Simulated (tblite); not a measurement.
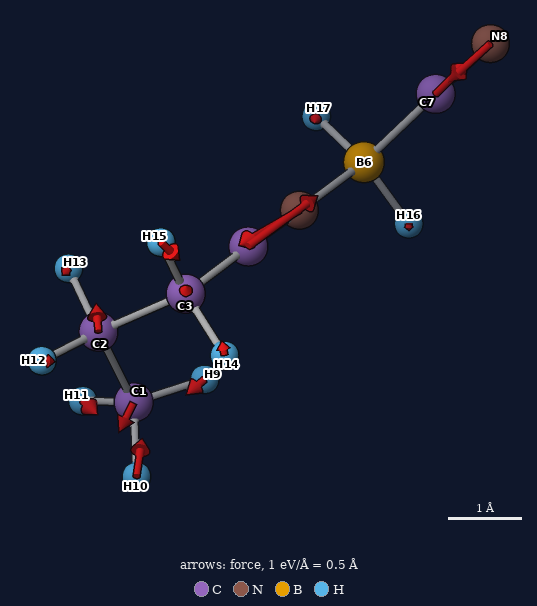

Starting geometry of C5H9BN2 with the computed forces as red arrows. Style: ball-and-stick. Shown from a free direction.

Computed with GFN2-xTB geometry optimisation, gas phase (tblite 0.8.0). 

Is this structure relaxed? If not, where do the atoms go?

Answer. It isn't relaxed: the largest force vector, on a C atom, is 2.92 eV/Å. The final displacements have little in common with the starting forces (cosine between the two patterns 0.18). After 85 geometry steps the energy has fallen by 7.82 kcal/mol. The largest move after the best rigid fit is that of an H atom, 0.68 Å. Largest moves by element: H 0.68 Å, N 0.30 Å, C 0.16 Å, B 0.09 Å. Among the contacts that change: C–H 1.134 → 1.088 Å, C–N 1.180 → 1.149 Å, C–H 1.109 → 1.087 Å, B–N 1.494 → 1.473 Å. Among the angles between lasting bonds that change: N–B–C 109.8° → 105.0°, C–C–H 112.9° → 108.2°, C–C–H 105.1° → 109.3°. Groups turn about C–C by about 25°.
